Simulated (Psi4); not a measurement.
# Energy and gradient calculation of SnNH4F (part 2 of 2)

Continued. System: SnNH4F, multiplicity 3, SMILES [NH2][SnH2][F]. Method: HSE06/def2-SVP, UKS, core potentials def2 (Psi4 1.11). The geometry is that of the parent species in another charge or spin state. The geometry comes from this level: PBE0-D4/def2-TZVP.

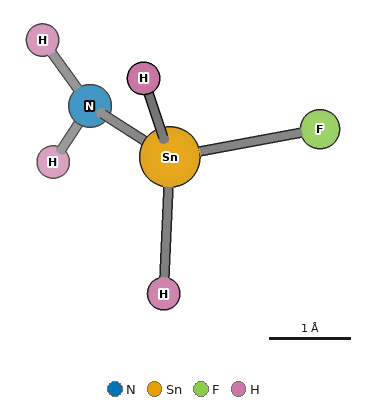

The structure as given in the input (ball-and-stick view, seen at a tilt). Sticks mark near contacts.

The program's output, continued:
```
       Center              X                  Y                   Z               Mass
    ------------   -----------------  -----------------  -----------------  -----------------
         N           -0.000022398116     0.213102109302    -1.854396453082    14.003074004430
         SN          -0.000022398116     0.213102109302     0.140574546918   119.902201630000
         F           -0.000022398116    -1.645334228752     0.644588783980    18.998403162730
         H           -0.825114954951     0.552858818350    -2.323628026568     1.007825032230
         H            0.829304705994     0.541459764153    -2.324035241185     1.007825032230
         H           -1.464724087148     0.804456213133     0.767470084871     1.007825032230
         H            1.463932499709     0.803307653034     0.770422742048     1.007825032230

  Nuclear repulsion =  145.283363463681155

  ==> Basis Set <==

  Basis Set: DEF2-SVP
    Blend: DEF2-SVP
    Number of shells: 34
    Number of basis functions: 74
    Number of Cartesian functions: 78
    Spherical Harmonics?: true
    Max angular momentum: 2

  Core potential: DEF2-SVP
    Number of shells: 4
    Number of ECP primitives: 18
    Number of ECP core electrons: 28
    Max angular momentum: 3

  ==> DirectJKGrad: Integral-Direct SCF Gradients <==

    Gradient:                    1
    J tasked:                  Yes
    K tasked:                  Yes
    wK tasked:                 Yes
    Omega:               1.100E-01
    Integrals threads:           1
    Schwarz Cutoff:          1E-12

  ==> DFT Potential <==

   => LibXC <=

    Version 7.1.2

   => Composite Functional: HSE06 <=

    HSE06 Hyb-GGA Exchange-Correlation Functional

    Deriv               =              1
    GGA                 =           TRUE
    Meta                =          FALSE

    Exchange Hybrid     =           TRUE
    MP2 Hybrid          =          FALSE

   => Exchange Functionals <=

    1.0000   short-range part of the PBE (default w=0 gives PBEh) [omega = 0.1100]
    -0.2500   short-range part of the PBE (default w=0 gives PBEh) [omega = 0.1100]

   => Exact (HF) Exchange <=

    -0.2500            HF,LR [omega = 0.1100]
    0.2500               HF

   => Correlation Functionals <=

    1.0000   Perdew, Burke & Ernzerhof

   => LibXC Density Thresholds  <==

    XC_HYB_GGA_XC_HSE06:  1.00E-15

   => Molecular Quadrature <=

    Radial Scheme          =       TREUTLER
    Pruning Scheme         =           NONE
    Nuclear Scheme         =       TREUTLER

    Blocking Scheme        =         OCTREE
    BS radius alpha        =              1
    Pruning alpha          =              1
    Radial Points          =             99
    Spherical Points       =            590
    Total Points           =         390087
    Total Blocks           =           2806
    Max Points             =            256
    Max Functions          =             73
    Weights Tolerance      =       1.00E-15

  -Total Gradient:
     Atom            X                  Y                   Z
    ------   -----------------  -----------------  -----------------
       1        0.000091367607     0.010602033499     0.062753125254
       2        0.000022014002    -0.010987200890    -0.082985212266
       3        0.000031424120     0.014297334830    -0.003861561144
       4        0.032569216651    -0.005210001899     0.025495664834
       5       -0.032681575270    -0.004731804839     0.025539246564
       6        0.008533060166    -0.001920283556    -0.013495937640
       7       -0.008563580545    -0.001992079071    -0.013547350389

	total time  =          5 seconds =       0.08 minutes

Properties will be evaluated at   0.000000,   0.000000,   0.000000 [a0]

Properties computed using the HSE06 density matrix

 Multipole Moments:

 ------------------------------------------------------------------------------------
     Multipole            Electronic (a.u.)      Nuclear  (a.u.)        Total (a.u.)
 ------------------------------------------------------------------------------------

 L = 1.  Multiply by 2.5417464519 to convert [e a0] to [Debye]
 Dipole X            :         -0.0045822            0.0048132            0.0002310
 Dipole Y            :         12.0946487          -11.1984498            0.8961989
 Dipole Z            :         12.4326153          -13.5996154           -1.1670001
 Magnitude           :                                                    1.4714149

 L = 2.  Multiply by 1.3450342976 to convert [e a0^2] to [Debye ang]
 Quadrupole XX       :        -49.1959126           20.2017852          -28.9941274
 Quadrupole XY       :          0.0327158           -0.0330749           -0.0003591
 Quadrupole XZ       :          0.0208384           -0.0223785           -0.0015401
 Quadrupole YY       :       -130.4905427           98.4627201          -32.0278226
 Quadrupole YZ       :         46.9083821          -46.2773778            0.6310044
 Quadrupole ZZ       :       -169.1838647          143.6591198          -25.5247448
 Traceless XX        :         67.0941941          -67.2394232           -0.1452291
 Traceless YY        :        -14.2004361           11.0215117           -3.1789244
 Traceless ZZ        :        -52.8937580           56.2179115            3.3241534

 ------------------------------------------------------------------------------------

  Mayer Bond Indices:

  Total Bond Index:
  Irrep: 1 Size: 7 x 7

                 1                   2                   3                   4                   5

    1     0.00000000000000     0.29129539964060     0.01852816550175     0.83241380401766     0.83275080436450
    2     0.29129539964060     0.00000000000000     0.88048071472195     0.22435428326499     0.22392721093086
    3     0.01852816550175     0.88048071472195     0.00000000000000     0.00305646772386     0.00303197467237
    4     0.83241380401766     0.22435428326499     0.00305646772386     0.00000000000000     0.06844380571173
    5     0.83275080436450     0.22392721093086     0.00303197467237     0.06844380571173     0.00000000000000
    6     0.00521199117331     0.86087421631314     0.01503679127386     0.01605448600450     0.01456264444064
    7     0.00567079720059     0.85964218498406     0.01492400182586     0.01472121380485     0.01616328092533

                 6                   7

    1     0.00521199117331     0.00567079720059
    2     0.86087421631314     0.85964218498406
    3     0.01503679127386     0.01492400182586
    4     0.01605448600450     0.01472121380485
    5     0.01456264444064     0.01616328092533
    6     0.00000000000000     0.02589364514386
    7     0.02589364514386     0.00000000000000

  Alpha Contribution:
  Irrep: 1 Size: 7 x 7

                 1                   2                   3                   4                   5

    1     0.00000000000000    -0.06869832960356     0.00048519496404     0.36273764102978     0.36305570038916
    2    -0.06869832960356     0.00000000000000     0.41986436176794     0.21997539999871     0.21956368429791
    3     0.00048519496404     0.41986436176794     0.00000000000000     0.00352383957825     0.00351212664257
    4     0.36273764102978     0.21997539999871     0.00352383957825     0.00000000000000     0.06556020293055
    5     0.36305570038916     0.21956368429791     0.00351212664257     0.06556020293055     0.00000000000000
    6    -0.00818614453444     0.41202080643886     0.00852262236371     0.01594722567881     0.01243635658018
    7    -0.00828341868958     0.41123699333591     0.00848697641677     0.01260707883938     0.01605450912061

                 6                   7

    1    -0.00818614453444    -0.00828341868958
    2     0.41202080643886     0.41123699333591
    3     0.00852262236371     0.00848697641677
    4     0.01594722567881     0.01260707883938
    5     0.01243635658018     0.01605450912061
    6     0.00000000000000     0.00270803837718
    7     0.00270803837718     0.00000000000000

  Beta Contribution:
  Irrep: 1 Size: 7 x 7

                 1                   2                   3                   4                   5

    1     0.00000000000000     0.35999372924416     0.01804297053771     0.46967616298788     0.46969510397534
    2     0.35999372924416     0.00000000000000     0.46061635295401     0.00437888326628     0.00436352663294
    3     0.01804297053771     0.46061635295401     0.00000000000000    -0.00046737185439    -0.00048015197020
    4     0.46967616298788     0.00437888326628    -0.00046737185439     0.00000000000000     0.00288360278118
    5     0.46969510397534     0.00436352663294    -0.00048015197020     0.00288360278118     0.00000000000000
    6     0.01339813570775     0.44885340987428     0.00651416891015     0.00010726032569     0.00212628786046
    7     0.01395421589016     0.44840519164815     0.00643702540909     0.00211413496547     0.00010877180472

                 6                   7

    1     0.01339813570775     0.01395421589016
    2     0.44885340987428     0.44840519164815
    3     0.00651416891015     0.00643702540909
    4     0.00010726032569     0.00211413496547
    5     0.00212628786046     0.00010877180472
    6     0.00000000000000     0.02318560676668
    7     0.02318560676668     0.00000000000000

  Atomic Valences:

 #  #
 Irrep: 1
      1:    1.985870961898403
      2:    3.340574009855599
      3:    0.935058115719645
      4:    1.159044060527584
      5:    1.158879721045417
      6:    0.937633774349317
      7:    0.937015123884541

  Wiberg Bond Indices using Orthogonal Lowdin Orbitals:

  Total Bond Index:
  Irrep: 1 Size: 7 x 7

                 1                   2                   3                   4                   5

    1     0.00000000000000     0.85137843744181     0.03041406084966     1.01565843905576     1.01578009999559
    2     0.85137843744181     0.00000000000000     1.10417106975730     0.17684522063090     0.17663011758033
    3     0.03041406084966     1.10417106975730     0.00000000000000     0.00552460829091     0.00550295939607
    4     1.01565843905576     0.17684522063090     0.00552460829091     0.00000000000000     0.08318219411406
    5     1.01578009999559     0.17663011758033     0.00550295939607     0.08318219411406     0.00000000000000
    6     0.02772045535493     0.96036822342699     0.02008237110935     0.01143649510064     0.01170055655682
    7     0.02834598082826     0.95958218763874     0.02002332717340     0.01176449650888     0.01149508361206

                 6                   7

    1     0.02772045535493     0.02834598082826
    2     0.96036822342699     0.95958218763874
    3     0.02008237110935     0.02002332717340
    4     0.01143649510064     0.01176449650888
    5     0.01170055655682     0.01149508361206
    6     0.00000000000000     0.01750484880980
    7     0.01750484880980     0.00000000000000

  Alpha Contribution:
  Irrep: 1 Size: 7 x 7

                 1                   2                   3                   4                   5

    1     0.00000000000000     0.41041407604778     0.00799728374184     0.52532264842000     0.52540038546061
    2     0.41041407604778     0.00000000000000     0.53610132642492     0.15568982967853     0.15549285743025
    3     0.00799728374184     0.53610132642492     0.00000000000000     0.00445619808621     0.00444410481548
    4     0.52532264842000     0.15568982967853     0.00445619808621     0.00000000000000     0.06261016893180
    5     0.52540038546061     0.15549285743025     0.00444410481548     0.06261016893180     0.00000000000000
    6     0.01013610648273     0.48445293825108     0.01115727348164     0.01030281669907     0.00948330659066
    7     0.01020751976953     0.48419002662046     0.01114651736769     0.00955897422675     0.01036035224224

                 6                   7

    1     0.01013610648273     0.01020751976953
    2     0.48445293825108     0.48419002662046
    3     0.01115727348164     0.01114651736769
    4     0.01030281669907     0.00955897422675
    5     0.00948330659066     0.01036035224224
    6     0.00000000000000     0.00339803695062
    7     0.00339803695062     0.00000000000000

  Beta Contribution:
  Irrep: 1 Size: 7 x 7

                 1                   2                   3                   4                   5

    1     0.00000000000000     0.44096436139403     0.02241677710782     0.49033579063576     0.49037971453498
    2     0.44096436139403     0.00000000000000     0.56806974333238     0.02115539095237     0.02113726015008
    3     0.02241677710782     0.56806974333238     0.00000000000000     0.00106841020470     0.00105885458059
    4     0.49033579063576     0.02115539095237     0.00106841020470     0.00000000000000     0.02057202518226
    5     0.49037971453498     0.02113726015008     0.00105885458059     0.02057202518226     0.00000000000000
    6     0.01758434887220     0.47591528517590     0.00892509762771     0.00113367840157     0.00221724996616
    7     0.01813846105873     0.47539216101828     0.00887680980571     0.00220552228213     0.00113473136982

                 6                   7

    1     0.01758434887220     0.01813846105873
    2     0.47591528517590     0.47539216101828
    3     0.00892509762771     0.00887680980571
    4     0.00113367840157     0.00220552228213
    5     0.00221724996616     0.00113473136982
    6     0.00000000000000     0.01410681185918
    7     0.01410681185918     0.00000000000000

  Atomic Valences:

 #  #
 Irrep: 1
      1:    2.969297473526006
      2:    4.228975256476066
      3:    1.185718396576676
      4:    1.304411453701153
      5:    1.304291011254925
      6:    1.048812950358517
      7:    1.048715924571143

    Psi4 run time: 0:00:38.45
```

This output came from the following input.

Input file (fh4nsn.dat):
```
memory 2200 mb

molecule {
  0 3
  N
  Sn 1 1.994971
  F 2 1.925569 1 105.17382
  H 1 1.008162 2 117.73823 3 112.38089
  H 1 1.008049 4 110.28545 2 -139.07396
  H 2 1.699426 3 103.84439 1 117.41838
  H 2 1.699475 6 119.00439 3 -114.652
  units angstrom
  symmetry c1
  no_reorient
  no_com
}

set {
  basis def2-SVP
  reference uks
  puream true
  e_convergence 1e-09
  d_convergence 1e-08
  scf_type pk
  dft_radial_points 99
  dft_spherical_points 590
  maxiter 100
}

E, wfn = gradient('hse06', return_wfn=True)
oeprop(wfn, 'WIBERG_LOWDIN_INDICES', 'QUADRUPOLE', 'MAYER_INDICES', title='HSE06')
```

Run as:
```bash
psi4 -i fh4nsn.dat -o fh4nsn.out -n 1
```

Results in brief:

- outcome: converged
- total energy: −370.833583 hartree
- basis functions: 74
- largest force: 4.305 eV/Å
- ⟨S²⟩: 2.004
- dipole moment: 3.74 D
- hardware: 1 thread of AMD EPYC (Zen 5), 24 GiB of memory available, shared host
- wall time: 39 s
- peak memory: 0.99 GiB
